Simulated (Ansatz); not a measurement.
# CH₃Al (triplet): the correlation ladder at a displaced geometry (v1), cc-pVDZ

Aim: climb from Hartree-Fock through coupled cluster for CH₃Al (triplet) at one geometry and basis, and see what each rung misses.

The runs use Ansatz 0.2.0, Gaussian basis; cc-pVDZ, core rule «outside noble gas», up to 6 orbitals frozen.

To be run: UHF; CCSD(T) on ROHF; CCSD(T) on UHF; BCCD(T) on ROHF; CISD as a restricted active space (open shells left free, so some higher excitations enter); CCSDT(Q) on ROHF; CCSDT(Q) on UHF.

29 further runs of the same task are left out: 6 for a known fault of the program, 7 that didn't finish, 16 set aside as unsound or not needed. Runs told in other sessions of the task aren't counted.

### 1 The geometry

The geometry is a PBE0/def2-TZVP stationary point (not a proven minimum) with its atoms shifted at random (size 0.040 Å).

5 atoms, charge 0, spin multiplicity 3.

Atoms are counted from 1 here; the program's logs count them from 0.

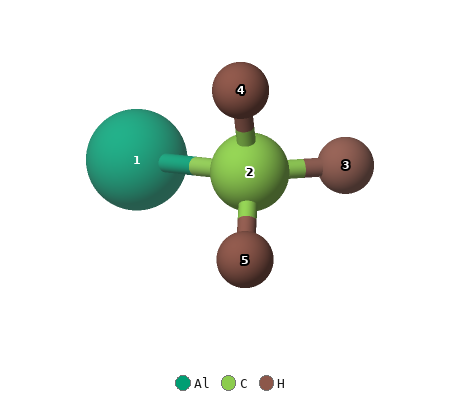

The geometry (aluminium teal, carbon green, hydrogen brown); atoms are numbered from 1 in the order of the file.

Coordinates:

```xyz
5
CH3Al
Al    0.0037    0.0041    0.7484
C     0.0071   -0.0120   -1.2640
H    -1.0007    0.0473   -1.5949
H     0.4304    0.8841   -1.6630
H     0.3880   -0.8989   -1.7145
```

In the tables R marks a restricted open-shell determinant and U an unrestricted one; energies count from the table's Hartree-Fock row.

### 2 UHF

Contents of in.yaml:

```yaml
crystal:
  periodic: [false, false, false]
  atoms:
    - {symbol: Al, position_ang: [0.003658, 0.004133, 0.748395]}
    - {symbol: C, position_ang: [0.007081, -0.012009, -1.263964]}
    - {symbol: H, position_ang: [-1.000740, 0.047296, -1.594878]}
    - {symbol: H, position_ang: [0.430400, 0.884069, -1.662961]}
    - {symbol: H, position_ang: [0.388025, -0.898910, -1.714451]}
basis:
  gaussian: {orbitals: cc-pVDZ}
magnetization: {spin_polarized: true, initial_magnetization: 2}
hamiltonian: {xc: hf}
output: {orbitals: {seedname: orbitals}}
```

On the command line:

```bash
$ ansatz run in.yaml --threads 1 --pin off --events-out ev --progress --plain --max-ram 2393MiB
```

Standard output:

```text
Functional definition: HF
  name "HF"
  cite "Fock, Z. Phys. 61, 126 (1930) doi:10.1007/BF01340294"
  parent pbe
  exchange = exact_x
  correlation = 0
441 factors; integrals over basis functions are off by at most 1.2e-3 eV
mean field evaluation 1: about -7656.8843 eV, gradient 1.5e1 eV
mean field evaluation 2: about -7656.9221 eV, gradient 1.5e1 eV
mean field evaluation 4: about -7658.5569 eV, gradient 2.1e0 eV
mean field evaluation 8: about -7658.6835 eV, gradient 2.1e-1 eV
mean field evaluation 16: about -7658.6859 eV, gradient 1.6e-5 eV
mean field evaluation 32: about -7658.6646 eV, gradient 4.8e-2 eV
mean field evaluation 64: about -7658.6390 eV, gradient 1.2e-1 eV
mean field evaluation 96: about -7658.6834 eV, gradient 2.2e-1 eV
mean field -7658.68589653 eV, -281.4515154537 hartree, gradient 2.2e-6 eV, S^2 2.008272; 3 other end points of the search recorded, 0 dependent functions left out
reference -7658.68589653 eV, -281.4515154537 hartree; 12, 10 occupied and 35, 37 virtual orbitals, 441 factors
Total energy: -7658.68589653 eV, -281.4515154537 hartree
```

Wall time 0.75 s (1 thread of Arm Neoverse V1, shared host).

From the report: ⟨S²⟩ of the determinant 2.008 (pure triplet: 2.00).

### 3 CCSD(T) on ROHF

in.yaml: that of step 2 with these lines changed.

```diff
@@ -10,4 +10,4 @@
   gaussian: {orbitals: cc-pVDZ}
-magnetization: {spin_polarized: true, initial_magnetization: 2}
-hamiltonian: {xc: hf}
-output: {orbitals: {seedname: orbitals}}
+magnetization: {spin_polarized: false, initial_magnetization: 2}
+correlation: {method: ccsd_t, electrons: outside_noble_gas}
+output: {forces: true}
```

Launched as before.

Standard output, cut to the lines that bear on the results:

```text
Functional definition: HF
  name "HF"
  cite "Fock, Z. Phys. 61, 126 (1930) doi:10.1007/BF01340294"
  parent pbe
[...]
441 factors; integrals over basis functions are off by at most 1.2e-3 eV
[...]
mean field -7658.63975961 eV, -281.4498199533 hartree, gradient 1.7e-7 eV, S^2 2.000000; 8 other end points of the search recorded, 0 dependent functions left out
[...]
determinant -7658.63975961 eV, -281.4498199533 hartree, with singles and doubles -7664.21682693 eV, -281.6547733969 hartree
determinant -7658.59287190 eV, -281.4480968617 hartree, with singles and doubles -7664.16793177 eV, -281.6529765330 hartree
determinant -7655.19547960 eV, -281.3232449975 hartree, with singles and doubles -7661.03213518 eV, -281.5377381337 hartree
determinant -7658.63975961 eV, -281.4498199533 hartree, with singles and doubles -7664.21728945 eV, -281.6547903942 hartree
[...]
reference -7658.63975961 eV, -281.4498199533 hartree; 6, 4 occupied and 35, 37 virtual orbitals, 441 factors
second order -4.84937382 eV of doubles, -0.02192967 eV of singles
cycle   1  -5.57753003 eV  change   -2.0e-7 eV  update   1.3e-6
[...]
cycle   9  -5.57752948 eV  change    9.2e-9 eV  update   9.7e-9
perturbative correction -0.16181281 eV, -0.0059465110 hartree
[...]
Total energy: -7664.37910190 eV, -281.6607368922 hartree
Atom 0 at     0.003658     0.004133     0.748395 Å, force    -0.002449    -0.034203     0.190299 eV/Å
Atom 1 at     0.007081    -0.012009    -1.263964 Å, force     0.048994     0.123586     0.806218 eV/Å
Atom 2 at    -1.000740     0.047296    -1.594878 Å, force    -1.987661     0.026376    -0.163970 eV/Å
Atom 3 at     0.430400     0.884069    -1.662961 Å, force     1.017025     1.047830    -0.394390 eV/Å
Atom 4 at     0.388025    -0.898910    -1.714451 Å, force     0.924091    -1.163590    -0.438156 eV/Å
Dipole moment:    -0.010302     0.005908    -0.112655 e Å
```

Run time: 10 s. Hardware: 1 thread of Arm Neoverse V1, shared host.

From the report: correlation -5.7393 eV; T1 0.025; largest double amplitude 0.05.

### 4 CCSD(T) on UHF

in.yaml: that of step 3 with these lines changed.

```diff
@@ -10,3 +10,3 @@
   gaussian: {orbitals: cc-pVDZ}
-magnetization: {spin_polarized: false, initial_magnetization: 2}
+magnetization: {spin_polarized: true, initial_magnetization: 2}
 correlation: {method: ccsd_t, electrons: outside_noble_gas}
```

Launched as before.

Standard output, cut to the lines that bear on the results:

```text
Functional definition: HF
  name "HF"
  cite "Fock, Z. Phys. 61, 126 (1930) doi:10.1007/BF01340294"
  parent pbe
[...]
441 factors; integrals over basis functions are off by at most 1.2e-3 eV
[...]
mean field -7658.68589653 eV, -281.4515154537 hartree, gradient 2.1e-6 eV, S^2 2.008272; 8 other end points of the search recorded, 0 dependent functions left out
determinant -7658.68589653 eV, -281.4515154537 hartree, with singles and doubles -7664.22061851 eV, -281.6549127350 hartree
determinant -7658.63946606 eV, -281.4498091655 hartree, with singles and doubles -7664.17176112 eV, -281.6531172590 hartree
determinant -7655.66670921 eV, -281.3405623660 hartree, with singles and doubles -7660.78300402 eV, -281.5285827326 hartree
determinant -7655.31120656 eV, -281.3274978847 hartree, with singles and doubles -7661.04137956 eV, -281.5380778584 hartree
[...]
reference -7658.68589653 eV, -281.4515154537 hartree; 6, 4 occupied and 35, 37 virtual orbitals, 441 factors
second order -4.83198201 eV of doubles, -0.00000000 eV of singles
cycle   1  -5.53532052 eV  change    2.5e-6 eV  update   2.9e-6
[...]
cycle  14  -5.53531984 eV  change    1.4e-8 eV  update   2.0e-8
perturbative correction -0.15836662 eV, -0.0058198661 hartree
[...]
the multipliers restart with 30 DIIS vectors
Total energy: -7664.37958299 eV, -281.6607545718 hartree
Atom 0 at     0.003658     0.004133     0.748395 Å, force    -0.002450    -0.034193     0.190795 eV/Å
Atom 1 at     0.007081    -0.012009    -1.263964 Å, force     0.048942     0.123614     0.805725 eV/Å
Atom 2 at    -1.000740     0.047296    -1.594878 Å, force    -1.987457     0.026347    -0.163969 eV/Å
Atom 3 at     0.430400     0.884069    -1.662961 Å, force     1.016952     1.047612    -0.394386 eV/Å
Atom 4 at     0.388025    -0.898910    -1.714451 Å, force     0.924013    -1.163381    -0.438165 eV/Å
Dipole moment:    -0.010301     0.005905    -0.112577 e Å
```

Wall time 24 s (1 thread of Arm Neoverse V1, shared host).

From the report: ⟨S²⟩ of the determinant 2.008 (pure triplet: 2.00); correlation -5.6937 eV; T1 0.017; largest double amplitude 0.05.

### 5 BCCD(T) on ROHF

in.yaml: that of step 4 with these lines changed.

```diff
@@ -10,4 +10,3 @@
   gaussian: {orbitals: cc-pVDZ}
-magnetization: {spin_polarized: true, initial_magnetization: 2}
-correlation: {method: ccsd_t, electrons: outside_noble_gas}
-output: {forces: true}
+magnetization: {spin_polarized: false, initial_magnetization: 2}
+correlation: {method: bccd_t, electrons: outside_noble_gas}
```

Launched as before.

Standard output, cut to the lines that bear on the results:

```text
Functional definition: HF
  name "HF"
  cite "Fock, Z. Phys. 61, 126 (1930) doi:10.1007/BF01340294"
  parent pbe
[...]
441 factors; integrals over basis functions are off by at most 1.2e-3 eV
[...]
mean field -7658.63975961 eV, -281.4498199533 hartree, gradient 1.7e-7 eV, S^2 2.000000; 8 other end points of the search recorded, 0 dependent functions left out
[...]
determinant -7658.63975961 eV, -281.4498199533 hartree, with singles and doubles -7664.21682693 eV, -281.6547733969 hartree
determinant -7658.59287190 eV, -281.4480968617 hartree, with singles and doubles -7664.16793177 eV, -281.6529765330 hartree
determinant -7655.19547960 eV, -281.3232449975 hartree, with singles and doubles -7661.03213518 eV, -281.5377381337 hartree
determinant -7658.63975961 eV, -281.4498199533 hartree, with singles and doubles -7664.21728945 eV, -281.6547903942 hartree
determinant -7658.59287190 eV, -281.4480968617 hartree, with singles and doubles -7664.16835340 eV, -281.6529920274 hartree
6 core orbitals not correlated: weight in the atoms' cores, before any rotation towards them, 1.000 or more for the frozen orbitals, at most 0.000 for the correlated occupied ones
reference -7658.63975961 eV, -281.4498199533 hartree; 6, 4 occupied and 35, 37 virtual orbitals, 441 factors
second order -4.84937382 eV of doubles, -0.02192967 eV of singles
cycle   1  -5.57507757 eV  change    2.5e-3 eV  update   6.9e-3
[...]
cycle   9  -5.57507150 eV  change   -1.3e-6 eV  update   6.8e-6
perturbative correction -0.16420054 eV, -0.0060342584 hartree
Total energy: -7664.37903165 eV, -281.6607343106 hartree
```

Wall time 5.5 s (1 thread of Arm Neoverse V1, shared host).

From the report: correlation -5.7393 eV; largest double amplitude 0.05.

### 6 CISD as a restricted active space (open shells left free, so some higher excitations enter)

in.yaml: that of step 5 with these lines changed.

```diff
@@ -11,2 +11,2 @@
 magnetization: {spin_polarized: false, initial_magnetization: 2}
-correlation: {method: bccd_t, electrons: outside_noble_gas}
+correlation: {active_space: {ras: {orbitals: [4, 2, 35], electrons: 10, max_holes: 2, max_particles: 2}, fixed_orbitals: true}}
```

The command is unchanged.

Standard output:

```text
Functional definition: HF
  name "HF"
  cite "Fock, Z. Phys. 61, 126 (1930) doi:10.1007/BF01340294"
  parent pbe
  exchange = exact_x
  correlation = 0
441 factors; integrals over basis functions are off by at most 1.2e-3 eV
mean field evaluation 1: about -7656.9605 eV, gradient 1.9e1 eV
mean field evaluation 2: about -7656.9965 eV, gradient 1.9e1 eV
mean field evaluation 4: about -7658.4897 eV, gradient 3.1e0 eV
mean field evaluation 8: about -7658.6383 eV, gradient 2.4e-1 eV
mean field evaluation 16: about -7658.6398 eV, gradient 1.6e-6 eV
mean field evaluation 32: about -7658.6305 eV, gradient 6.7e-1 eV
mean field -7658.63975961 eV, -281.4498199533 hartree, gradient 1.7e-7 eV, S^2 2.000000; 4 other end points of the search recorded, 0 dependent functions left out
reference -7658.63975961 eV, -281.4498199533 hartree; 12, 10 occupied and 35, 37 virtual orbitals, 441 factors
state -7663.87595544 eV, -281.6422466008 hartree
Total energy: -7663.87595544 eV, -281.6422466008 hartree
```

Wall time 2.1 s (1 thread of Arm Neoverse V1, shared host).

From the report: 175,701 determinants.

### 7 CCSDT(Q) on ROHF

in.yaml: that of step 6 with these lines changed.

```diff
@@ -11,2 +11,2 @@
 magnetization: {spin_polarized: false, initial_magnetization: 2}
-correlation: {active_space: {ras: {orbitals: [4, 2, 35], electrons: 10, max_holes: 2, max_particles: 2}, fixed_orbitals: true}}
+correlation: {method: ccsdt_q, electrons: outside_noble_gas}
```

Launched as before.

Standard output, cut to the lines that bear on the results:

```text
Functional definition: HF
  name "HF"
  cite "Fock, Z. Phys. 61, 126 (1930) doi:10.1007/BF01340294"
  parent pbe
[...]
898 factors; integrals over basis functions are off by at most 1.9e-7 eV
[...]
mean field -7658.63980088 eV, -281.4498214700 hartree, gradient 1.8e-7 eV, S^2 2.000000; 8 other end points of the search recorded, 0 dependent functions left out
[...]
determinant -7658.63980088 eV, -281.4498214700 hartree, with singles and doubles -7664.21685099 eV, -281.6547742811 hartree
determinant -7658.59291284 eV, -281.4480983662 hartree, with singles and doubles -7664.16795564 eV, -281.6529774100 hartree
determinant -7655.19554350 eV, -281.3232473458 hartree, with singles and doubles -7661.03217700 eV, -281.5377396706 hartree
determinant -7658.63980088 eV, -281.4498214700 hartree, with singles and doubles -7664.21731350 eV, -281.6547912780 hartree
determinant -7658.59291284 eV, -281.4480983662 hartree, with singles and doubles -7664.16837705 eV, -281.6529928966 hartree
6 core orbitals not correlated: weight in the atoms' cores, before any rotation towards them, 1.000 or more for the frozen orbitals, at most 0.000 for the correlated occupied ones
reference -7658.63980088 eV, -281.4498214700 hartree; 6, 4 occupied and 35, 37 virtual orbitals, 898 factors
second order -4.84938628 eV of doubles, -0.02192973 eV of singles
cycle   1  -5.34334554 eV  change   -4.7e-1 eV  update   6.7e-2
[...]
cycle  23  -5.76041165 eV  change   -3.3e-7 eV  update   6.8e-7
perturbative correction -0.00937148 eV, -0.0003443956 hartree
Total energy: -7664.40958402 eV, -281.6618570893 hartree
```

Run time: 65 s. Hardware: 1 thread of Arm Neoverse V1, shared host; peak memory 0.45 GiB.

From the report: correlation -5.7698 eV; T1 0.027; largest double amplitude 0.06.

### 8 CCSDT(Q) on UHF

in.yaml: that of step 7 with these lines changed.

```diff
@@ -10,3 +10,3 @@
   gaussian: {orbitals: cc-pVDZ}
-magnetization: {spin_polarized: false, initial_magnetization: 2}
+magnetization: {spin_polarized: true, initial_magnetization: 2}
 correlation: {method: ccsdt_q, electrons: outside_noble_gas}
```

The command is unchanged.

Standard output, cut to the lines that bear on the results:

```text
Functional definition: HF
  name "HF"
  cite "Fock, Z. Phys. 61, 126 (1930) doi:10.1007/BF01340294"
  parent pbe
[...]
898 factors; integrals over basis functions are off by at most 1.9e-7 eV
[...]
mean field -7658.68593786 eV, -281.4515169724 hartree, gradient 2.2e-6 eV, S^2 2.008272; 8 other end points of the search recorded, 0 dependent functions left out
determinant -7658.68593786 eV, -281.4515169724 hartree, with singles and doubles -7664.22064246 eV, -281.6549136149 hartree
determinant -7658.63950708 eV, -281.4498106727 hartree, with singles and doubles -7664.17178520 eV, -281.6531181440 hartree
determinant -7655.66675545 eV, -281.3405640655 hartree, with singles and doubles -7660.78302209 eV, -281.5285833967 hartree
determinant -7655.31127062 eV, -281.3275002391 hartree, with singles and doubles -7661.04142321 eV, -281.5380794627 hartree
determinant -7658.68593786 eV, -281.4515169724 hartree, with singles and doubles -7664.22124346 eV, -281.6549357015 hartree
determinant -7658.63950708 eV, -281.4498106727 hartree, with singles and doubles -7664.17235191 eV, -281.6531389701 hartree
6 core orbitals not correlated: weight in the atoms' cores, before any rotation towards them, 1.000 or more for the frozen orbitals, at most 0.000 for the correlated occupied ones
reference -7658.68593786 eV, -281.4515169724 hartree; 6, 4 occupied and 35, 37 virtual orbitals, 898 factors
second order -4.83199485 eV of doubles, -0.00000000 eV of singles
cycle   1  -5.31175114 eV  change   -4.8e-1 eV  update   6.6e-2
[...]
cycle  23  -5.71491435 eV  change   -1.9e-7 eV  update   5.7e-7
perturbative correction -0.00949714 eV, -0.0003490136 hartree
Total energy: -7664.41034935 eV, -281.6618852147 hartree
```

Run time: 60 s. Hardware: 1 thread of Arm Neoverse V1, shared host; peak memory 0.39 GiB.

From the report: ⟨S²⟩ of the determinant 2.008 (pure triplet: 2.00); correlation -5.7244 eV; T1 0.019; largest double amplitude 0.06.

### 9 Misses and costs

The yardstick is UCCSDT(Q), where the cluster series has nearly closed. Rows without a time are mean-field rows or come out of runs for another level: lower rungs of the coupled-cluster runs, or the Hartree-Fock search. The times of RCCSD(T), UCCSD(T) include forces.

Differences are taken before rounding.

```tsv
method	energy from the lowest ROHF (kcal/mol)	from UCCSDT(Q) (kcal/mol)	time
ROHF	0.00	+133.07	
UHF	-1.06	+132.01	
RMP2	-112.33	+20.74	
UMP2	-112.49	+20.58	
CISD	-120.75	+12.32	2.1 s
RCCSD	-128.62	+4.45	
UCCSD	-128.71	+4.36	
RCCSD(T)	-132.35	+0.72	10 s
UCCSD(T)	-132.36	+0.71	24 s
BCCD(T)	-132.35	+0.72	5.5 s
RCCSDT	-132.84	+0.23	
UCCSDT	-132.85	+0.22	
RCCSDT(Q)	-133.06	+0.02	65 s
UCCSDT(Q)	-133.07	0	60 s
```

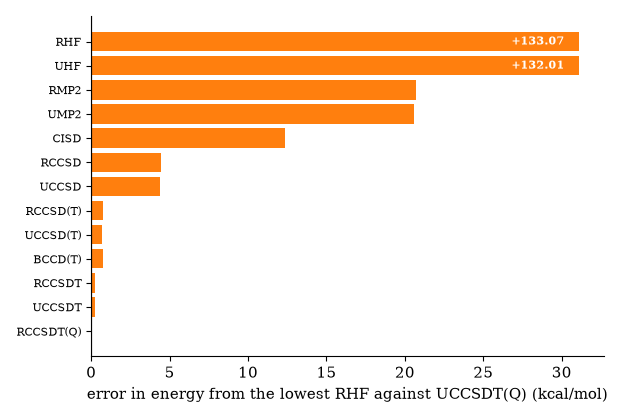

Error of each method against UCCSDT(Q). Bars with a number in them are cut short.

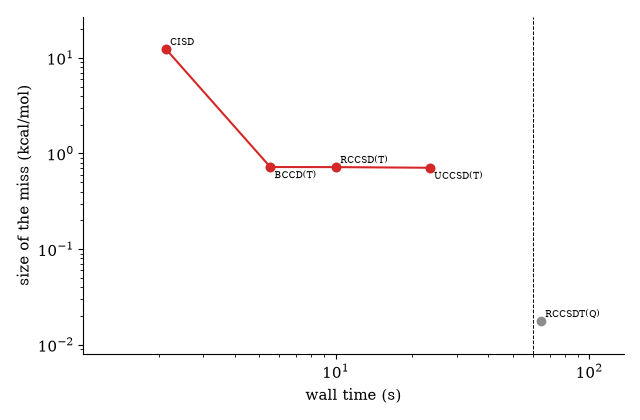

Accuracy for the time spent; red marks the levels that beat every quicker one drawn (of those quicker than the yardstick), and the dashed line is the time of UCCSDT(Q). Times are from a shared host.

### 10 Results

```
                         quantity                                                   value
    UCCSDT(Q) from the ROHF energy                                              -5.7706 eV
              RMP2 from UCCSDT(Q)                                         +20.74 kcal/mol
              UMP2 from UCCSDT(Q)                                         +20.58 kcal/mol
             RCCSD from UCCSDT(Q)                                          +4.45 kcal/mol
          RCCSD(T) from UCCSDT(Q)                                          +0.72 kcal/mol
          UCCSD(T) from UCCSDT(Q)                                          +0.71 kcal/mol
         RCCSDT(Q) from UCCSDT(Q)                                          +0.02 kcal/mol
levels within 1 kcal/mol (43 meV)  RCCSD(T), UCCSD(T), BCCD(T), RCCSDT, UCCSDT, RCCSDT(Q)
                    T1 diagnostic                                                   0.025
```

What this shows: RCCSD(T) lands +0.72 kcal/mol from the yardstick (0.5 % of the correlation energy). These misses are within one basis, not against nature; the frozen cores of restricted and unrestricted runs differ, which can shift their rows.

With open shells the CI space here admits some higher excitations, so it is larger than plain CISD.

UCCSD(T) reaches 0.71 kcal/mol from the reference in 24 s, where UCCSDT(Q) took 60 s; the quickest level in the cost chart, CISD, takes 2.1 s and misses by 12.32 kcal/mol.
